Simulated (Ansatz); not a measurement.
Nudged elastic band, with input and output: C2H5NSi

System: C2H5NSi.
Method: RKS PBE0-D4/def2-mTZVP (Ansatz 0.2.0).

One setting was made poor on purpose. It belongs to a series of runs on one base structure; here: band between the two ends.

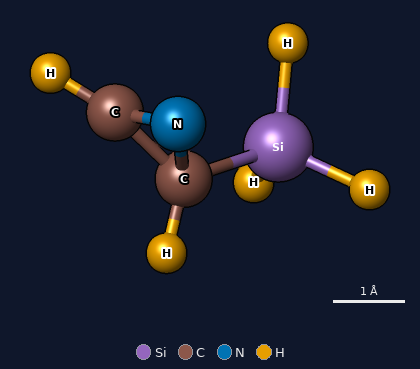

The structure as given in the input (ball-and-stick view, seen at a tilt).

### Input file
```yaml
crystal:
  periodic: [false, false, false]
  atoms:
    - { symbol: Si, position_ang: [-0.49563, 0.90673, -0.755147] }
    - { symbol: C, position_ang: [0.329338, -0.645794, -0.103399] }
    - { symbol: C, position_ang: [0.44194, -0.966615, 1.309392] }
    - { symbol: "N", position_ang: [1.518402, -0.496522, 0.900816] }
    - { symbol: H, position_ang: [-1.840585, 0.577042, -1.305276] }
    - { symbol: H, position_ang: [-0.645106, 1.880677, 0.359499] }
    - { symbol: H, position_ang: [0.314979, 1.518789, -1.842457] }
    - { symbol: H, position_ang: [0.455219, -1.470361, -0.806407] }
    - { symbol: H, position_ang: [0.009944, -1.350246, 2.225979] }
basis:
  gaussian: { orbitals: def2-mTZVP }
hamiltonian:
  xc: pbe0
  dispersion: d4
neb:
  order_check: false
  images: 5
  f_tol: 0.05
  max_iterations: 60
  spring: 50.0
  final_atoms:
    - { symbol: Si, position_ang: [-0.66367649, 1.086005, -0.76161393] }
    - { symbol: C, position_ang: [0.05163815, -0.28065605, 0.23142077] }
    - { symbol: C, position_ang: [0.14560238, -1.2568198, 1.0541399] }
    - { symbol: "N", position_ang: [1.45749899, -0.67975555, 0.78042543] }
    - { symbol: H, position_ang: [-2.14522099, 0.99333267, -0.72080662] }
    - { symbol: H, position_ang: [-0.21111754, 2.38589897, -0.20428007] }
    - { symbol: H, position_ang: [-0.18983964, 0.96982545, -2.16538427] }
    - { symbol: H, position_ang: [1.91425956, -1.25605904, 0.06444196] }
    - { symbol: H, position_ang: [-0.27064343, -2.00807165, 1.70465683] }
  initial_path:
    images:
      - { positions_ang: [[-0.49563, 0.90673, -0.755147], [0.329338, -0.645794, -0.103399], [0.44194, -0.966615, 1.309392], [1.518402, -0.496522, 0.900816], [-1.840585, 0.577042, -1.305276], [-0.645106, 1.880677, 0.359499], [0.314979, 1.518789, -1.842457], [0.455219, -1.470361, -0.806407], [0.009944, -1.350246, 2.225979]] }
      - { positions_ang: [[-0.5022175, 0.88557342, -0.73478738], [0.26643475, -0.67640352, -0.13018428], [0.39477213, -0.96173021, 1.26880505], [1.51592258, -0.58153875, 0.8146998], [-1.89246201, 0.62249203, -1.22182419], [-0.59376872, 1.89132569, 0.36994313], [0.25882178, 1.48923306, -1.86427794], [0.72519456, -1.42935342, -0.70743984], [-0.08419657, -1.2858983, 2.18806564]] }
      - { positions_ang: [[-0.508805, 0.86441684, -0.71442776], [0.20353149, -0.70701304, -0.15696956], [0.34760427, -0.95684542, 1.2282181], [1.51344316, -0.66655551, 0.7285836], [-1.94433903, 0.66794205, -1.13837238], [-0.54243144, 1.90197438, 0.38038726], [0.20266457, 1.45967713, -1.88609887], [0.99517012, -1.38834584, -0.60847267], [-0.17833713, -1.22155059, 2.15015229]] }
      - { positions_ang: [[-0.51539251, 0.84326026, -0.69406814], [0.14062824, -0.73762255, -0.18375484], [0.3004364, -0.95196062, 1.18763115], [1.51096374, -0.75157226, 0.6424674], [-1.99621604, 0.71339208, -1.05492058], [-0.49109416, 1.91262307, 0.39083139], [0.14650735, 1.43012119, -1.90791981], [1.26514567, -1.34733826, -0.50950551], [-0.2724777, -1.15720289, 2.11223893]] }
      - { positions_ang: [[-0.5648205, 0.92417517, -0.7165834], [0.11096488, -0.58530039, -0.04536297], [0.24882506, -1.05358035, 1.14313407], [1.49314216, -0.72763336, 0.68845341], [-2.04588436, 0.80670561, -0.94354926], [-0.39776862, 2.0703817, 0.1924609], [0.03439169, 1.27668928, -1.9937413], [1.48151697, -1.31691186, -0.31818969], [-0.27186628, -1.44082581, 1.97637823]] }
      - { positions_ang: [[-0.61424849, 1.00509009, -0.73909866], [0.08130151, -0.43297822, 0.0930289], [0.19721372, -1.15520007, 1.09863698], [1.47532057, -0.70369445, 0.73443942], [-2.09555267, 0.90001914, -0.83217794], [-0.30444308, 2.22814034, -0.00590959], [-0.07772397, 1.12325736, -2.07956278], [1.69788826, -1.28648545, -0.12687386], [-0.27125485, -1.72444873, 1.84051753]] }
      - { positions_ang: [[-0.66367649, 1.086005, -0.76161393], [0.05163815, -0.28065605, 0.23142077], [0.14560238, -1.2568198, 1.0541399], [1.45749899, -0.67975555, 0.78042543], [-2.14522099, 0.99333267, -0.72080662], [-0.21111754, 2.38589897, -0.20428007], [-0.18983964, 0.96982545, -2.16538427], [1.91425956, -1.25605904, 0.06444196], [-0.27064343, -2.00807165, 1.70465683]] }
```

Run as:
```bash
ansatz run input.yaml --threads 2 --pin off --max-ram 3072MiB --backend cpu --events-out ev --progress --plain --runs-dir out
```

### What the program printed
```
Engine: ansatz 0.2.0, x86_64-unknown-linux-gnu
Functional definition: PBE0
  parameter a = 0.25
  parameter kappa = 0.804
  parameter beta = 0.06672455060314922
  exchange = (1 - a)*pbe_x(kappa = kappa, mu = beta*pi^2/3) + a*exact_x
  correlation = pbe_c(beta = beta)
934 factors; integrals over basis functions are off by at most 5.9e-4 eV
mean field evaluation 1: about -11509.4751 eV, gradient 4.3e1 eV
mean field evaluation 2: about -11506.6856 eV, gradient 5.5e1 eV
mean field evaluation 4: about -11513.6823 eV, gradient 4.7e0 eV
mean field evaluation 8: about -11513.7889 eV, gradient 4.7e-2 eV
mean field evaluation 16: about -11513.7889 eV, gradient 3.2e-5 eV
mean field -11513.78888162 eV, -423.1239370731 hartree, gradient 3.2e-5 eV, S^2 0.000000; 0 other end points of the search recorded, 0 dependent functions left out
the calculation of the forces begins
reference -11513.78891184 eV, -423.1239381838 hartree; 19, 19 occupied and 75, 75 virtual orbitals, 934 factors
934 factors; integrals over basis functions are off by at most 9.4e-4 eV
mean field evaluation 32: about -11512.6816 eV, gradient 6.8e-5 eV
mean field -11512.68157223 eV, -423.0832442035 hartree, gradient 6.8e-5 eV, S^2 0.000000; 0 other end points of the search recorded, 0 dependent functions left out
[... from here on the field's lines of each further geometry are left out, up to the last ...]
NEB iter   1: max|band force component| = 6.499e0 eV/Å  barrier→ = 4.2135 eV  barrier← = 3.1033 eV  Δτ_max = 0.2000 Å  (191 SCF iters)
NEB iter   2: max|band force component| = 2.883e0 eV/Å  barrier→ = 3.5599 eV  barrier← = 2.4497 eV  Δτ_max = 0.2000 Å  (163 SCF iters)
NEB iter   3: max|band force component| = 1.434e0 eV/Å  barrier→ = 2.8621 eV  barrier← = 1.7519 eV  Δτ_max = 0.1908 Å  (157 SCF iters)
NEB iter   4: max|band force component| = 1.420e0 eV/Å  barrier→ = 2.8195 eV  barrier← = 1.7093 eV  Δτ_max = 0.0832 Å  (156 SCF iters)
NEB iter   5: max|band force component| = 5.402e-1 eV/Å  barrier→ = 2.6744 eV  barrier← = 1.5643 eV  Δτ_max = 0.0300 Å  (158 SCF iters)
NEB iter   6: max|band force component| = 4.766e-1 eV/Å  barrier→ = 2.6535 eV  barrier← = 1.5433 eV  CI = image 3  Δτ_max = 0.1230 Å  (153 SCF iters)
NEB iter   7: max|band force component| = 2.820e-1 eV/Å  barrier→ = 2.7138 eV  barrier← = 1.6036 eV  CI = image 3  Δτ_max = 0.0544 Å  (160 SCF iters)
NEB iter   8: max|band force component| = 1.444e-1 eV/Å  barrier→ = 2.6988 eV  barrier← = 1.5886 eV  CI = image 3  Δτ_max = 0.0118 Å  (155 SCF iters)
NEB iter   9: max|band force component| = 1.230e-1 eV/Å  barrier→ = 2.6978 eV  barrier← = 1.5876 eV  CI = image 3  Δτ_max = 0.0079 Å  (134 SCF iters)
the calculation of the forces begins
reference -11512.65310123 eV, -423.0821979136 hartree; 19, 19 occupied and 75, 75 virtual orbitals, 934 factors
934 factors; integrals over basis functions are off by at most 1.1e-3 eV
mean field evaluation 512: about -11511.0890 eV, gradient 4.5e-5 eV
mean field -11511.08895223 eV, -423.0247164983 hartree, gradient 1.6e-5 eV, S^2 0.000000; 1 other end points of the search recorded, 0 dependent functions left out
the calculation of the forces begins
reference -11511.08898186 eV, -423.0247175871 hartree; 19, 19 occupied and 75, 75 virtual orbitals, 934 factors
NEB iter  10: max|band force component| = 4.460e-2 eV/Å  barrier→ = 2.6976 eV  barrier← = 1.5874 eV  CI = image 3  Δτ_max = 0.0000 Å  (265 SCF iters)
```

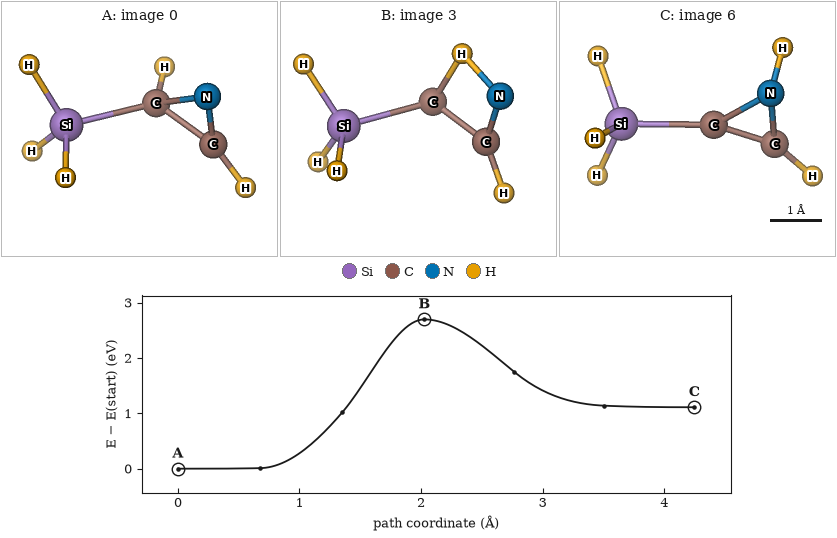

Images of the last band (counted from 0; ball-and-stick, seen at a tilt) above the energy along the path; the line is a cubic interpolation that uses the forces. The highest image is number 3, 2.698 eV above the start and 1.587 eV above the end (the climbing image); the end lies 1.110 eV above the start. The path is 4.25 Å long. The band converged in 10 iterations.

```
Total energy: -11511.23186578 eV, -423.0299684743 hartree
Atom 0 at    -0.576634     0.922067    -0.728960 Å, force    -0.005148    -0.004540    -0.003064 eV/Å
Atom 1 at     0.054506    -0.801040    -0.270856 Å, force     0.023535     0.009775     0.038715 eV/Å
Atom 2 at     0.284528    -1.090085     1.087618 Å, force     0.035267     0.016357    -0.028990 eV/Å
Atom 3 at     1.550353    -0.992061     0.888566 Å, force    -0.046071    -0.012222    -0.020541 eV/Å
Atom 4 at    -2.040871     0.733710    -0.926141 Å, force    -0.001359    -0.000907     0.002749 eV/Å
Atom 5 at    -0.351567     1.981792     0.298418 Å, force    -0.000039    -0.000134    -0.000153 eV/Å
Atom 6 at     0.046932     1.350796    -2.005498 Å, force     0.000100    -0.004495     0.001082 eV/Å
Atom 7 at     1.387624    -1.003291    -0.376485 Å, force    -0.000885    -0.001056     0.017975 eV/Å
Atom 8 at    -0.266369    -1.148188     2.016339 Å, force    -0.005400    -0.002779    -0.007772 eV/Å
Dipole moment:    -0.275435     0.097943     0.231602 e Å
this run last wrote the band of iteration 10 to [file]
```

### The last band as extended XYZ (Å, eV, eV/Å)
```
9
Properties=species:S:1:pos:R:3:forces:R:3 image=0 energy=-11513.92939
Si   -0.4956    0.9067   -0.7551    0.0150   0.0054  -0.0033
C     0.3293   -0.6458   -0.1034   -0.0059  -0.0049   0.0127
C     0.4419   -0.9666    1.3094   -0.0031  -0.0063  -0.0061
N     1.5184   -0.4965    0.9008    0.0035   0.0040  -0.0021
H    -1.8406    0.5770   -1.3053    0.0009  -0.0012   0.0023
H    -0.6451    1.8807    0.3595   -0.0049  -0.0012   0.0006
H     0.3150    1.5188   -1.8425   -0.0052   0.0034  -0.0037
H     0.4552   -1.4704   -0.8064    0.0000  -0.0015   0.0002
H     0.0099   -1.3502    2.2260   -0.0003   0.0022  -0.0005
9
Properties=species:S:1:pos:R:3:forces:R:3 image=1 energy=-11513.91972
Si   -0.4791    0.9100   -0.7575    0.0069   0.0007   0.0018
C     0.4156   -0.6057   -0.1049    0.0080   0.0125   0.0027
C     0.3565   -1.0220    1.2853    0.0114   0.0130   0.0056
N     1.4334   -0.4373    1.0716   -0.0194   0.0202   0.0006
H    -1.9122    0.5974   -1.0256    0.0101  -0.0071  -0.0102
H    -0.4100    1.9824    0.2705   -0.0041   0.0012   0.0011
H     0.1351    1.3797   -2.0283    0.0111   0.0056   0.0014
H     0.7221   -1.3574   -0.8326   -0.0384  -0.0202  -0.0076
H    -0.1729   -1.4934    2.1044    0.0144  -0.0258   0.0048
9
Properties=species:S:1:pos:R:3:forces:R:3 image=2 energy=-11512.91234
Si   -0.5334    0.8979   -0.7466    0.2215  -0.0459  -0.0246
C     0.3227   -0.6945   -0.1873    1.1774   0.4736   0.3334
C     0.3289   -1.0975    1.2002    0.1227  -0.1138   0.4322
N     1.5006   -0.7198    1.0871   -0.2250   1.1003   0.8135
H    -2.0051    0.6816   -0.9241    0.1840  -0.1061   0.0464
H    -0.3616    1.9711    0.2737    0.0155  -0.0521   0.0058
H     0.0370    1.3356   -2.0425    0.0050   0.0515  -0.0820
H     1.1232   -1.1722   -0.7228   -1.1991  -0.7564  -1.5820
H    -0.3239   -1.2484    2.0454   -0.3019  -0.5512   0.0573
9
Properties=species:S:1:pos:R:3:forces:R:3 image=3 energy=-11511.23184
Si   -0.5766    0.9221   -0.7290   -0.0051  -0.0045  -0.0031
C     0.0545   -0.8010   -0.2709    0.0235   0.0098   0.0387
C     0.2845   -1.0901    1.0876    0.0353   0.0164  -0.0290
N     1.5504   -0.9921    0.8886   -0.0461  -0.0122  -0.0205
H    -2.0409    0.7337   -0.9261   -0.0014  -0.0009   0.0027
H    -0.3516    1.9818    0.2984    0.0000  -0.0001  -0.0002
H     0.0469    1.3508   -2.0055    0.0001  -0.0045   0.0011
H     1.3876   -1.0033   -0.3765   -0.0009  -0.0011   0.0180
H    -0.2664   -1.1482    2.0163   -0.0054  -0.0028  -0.0078
9
Properties=species:S:1:pos:R:3:forces:R:3 image=4 energy=-11512.18234
Si   -0.6394    0.9820   -0.7567   -0.2075   0.1910  -0.0875
C    -0.0102   -0.5720   -0.0671   -0.2050   0.7397   0.6326
C     0.1859   -1.1529    1.0641   -0.2726  -0.1965  -0.0982
N     1.4806   -0.8024    0.6047   -0.2098   0.6241  -0.8632
H    -2.0931    0.7951   -0.9534   -0.1714   0.1626  -0.1029
H    -0.3503    2.0201    0.2687   -0.0402   0.1166  -0.0866
H     0.0335    1.3429   -2.0268   -0.0493  -0.0170  -0.0623
H     1.7187   -1.3642   -0.1949    1.0676  -1.1342   0.5828
H    -0.2373   -1.2950    2.0443    0.0881  -0.4863   0.0853
9
Properties=species:S:1:pos:R:3:forces:R:3 image=5 energy=-11512.79103
Si   -0.6656    1.0804   -0.7623   -0.0003   0.0314  -0.0066
C     0.0559   -0.3298    0.1625    0.0053   0.0292   0.0448
C     0.1824   -1.1773    1.1139    0.0179  -0.0025   0.0009
N     1.4858   -0.7803    0.5915    0.0037  -0.0039  -0.0017
H    -2.1255    0.8623   -0.9246   -0.0061   0.0130   0.0069
H    -0.4163    2.3171    0.0228   -0.0130   0.0505  -0.0423
H    -0.0166    1.2023   -2.0913   -0.0135  -0.0259  -0.0084
H     1.7886   -1.4899   -0.0839    0.0069  -0.0154   0.0240
H    -0.2003   -1.7310    1.9543   -0.0010  -0.0764  -0.0177
9
Properties=species:S:1:pos:R:3:forces:R:3 image=6 energy=-11512.81922
Si   -0.6637    1.0860   -0.7616    0.0006  -0.0044   0.0008
C     0.0516   -0.2807    0.2314   -0.0052   0.0127  -0.0134
C     0.1456   -1.2568    1.0541    0.0072  -0.0149   0.0160
N     1.4575   -0.6798    0.7804    0.0017   0.0034   0.0082
H    -2.1452    0.9933   -0.7208   -0.0013  -0.0030  -0.0008
H    -0.2111    2.3859   -0.2043    0.0015   0.0061   0.0007
H    -0.1898    0.9698   -2.1654   -0.0012   0.0011   0.0001
H     1.9143   -1.2561    0.0644   -0.0001  -0.0055  -0.0058
H    -0.2706   -2.0081    1.7047   -0.0032   0.0045  -0.0059
```

### Results in brief

- outcome: converged
- barrier, forward: 2.698 eV
- barrier, backward: 1.587 eV
- hardware: 2 threads of Intel Xeon @ 2.60GHz (Ice Lake), 24 GiB of memory available, shared host
- wall time: 88 s (CPU time 2.8 min)
- peak memory: 0.19 GiB

### Notes

A deliberately poor setting: spring. The order of the saddle point was not checked.
